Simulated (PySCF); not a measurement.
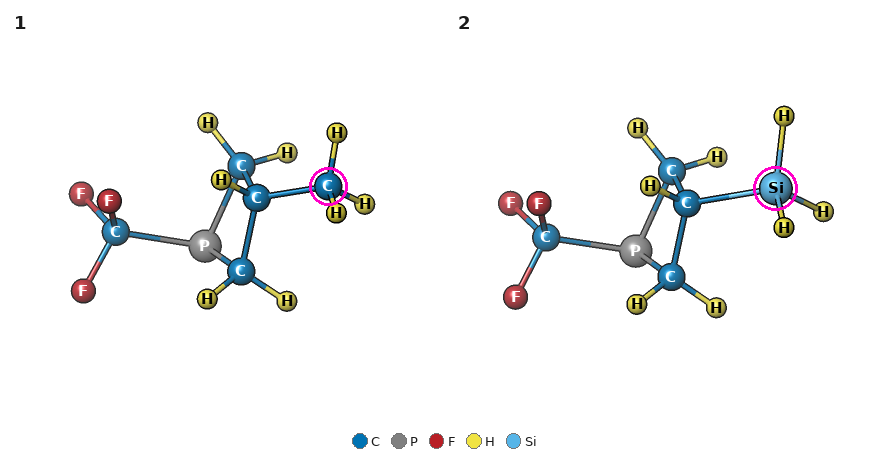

2 molecules with one skeleton, seen from the same side and at one scale; the atom that differs is circled. Each species is neutral and a spin singlet. Computed geometries: GFN2-xTB optimisations, one conformation each. Properties computed with PySCF 2.14.0.

One atom differs, called X below: C in panel 1, Si in panel 2. Their formulas are C5H8F3P (`CC1CP(C(F)(F)F)C1`), C4H8F3PSi (`FC(F)(F)P1CC([SiH3])C1`).

Question: In which is the dipole moment larger (PBE0/pcSseg-1)?

Answer: In panel 1 (X = C).

Question: In which is the HOMO–LUMO gap larger (PBE0/pcSseg-1)?

Answer: In panel 1 (X = C).

Give the values. With GFN2-xTB: length of X–C (Å), mean length of X–H (Å), mean angle H–X–H (°). With PBE0/pcSseg-1: dipole moment (D), HOMO energy (Kohn–Sham orbital) (eV), HOMO–LUMO gap (eV), Hirshfeld charge of X (e), GIAO shielding of the C bonded to X (ppm).

| quantity | 1 (C) | 2 (Si) | 2 − 1 |
| --- | --- | --- | --- |
| length of X–C (Å) | 1.518 | 1.904 | +0.386 |
| mean length of X–H (Å) | 1.088 | 1.463 | +0.375 |
| mean angle H–X–H (°) | 108.5 | 110.8 | +2.3 |
| dipole moment (D) | 2.79 | 2.20 | −0.59 |
| HOMO energy (Kohn–Sham orbital) (eV) | −7.29 | −7.29 | 0.00 |
| HOMO–LUMO gap (eV) | 7.47 | 7.12 | −0.35 |
| Hirshfeld charge of X (e) | −0.12 | 0.31 | +0.43 |
| GIAO shielding of the C bonded to X (ppm) | 149.5 | 163.9 | +14.4 |

The geometry is semi-empirical. Around P, Si such bond lengths and angles can be off by a tenth of an ångström or more and by several degrees, and values that hang on the shape move with them.
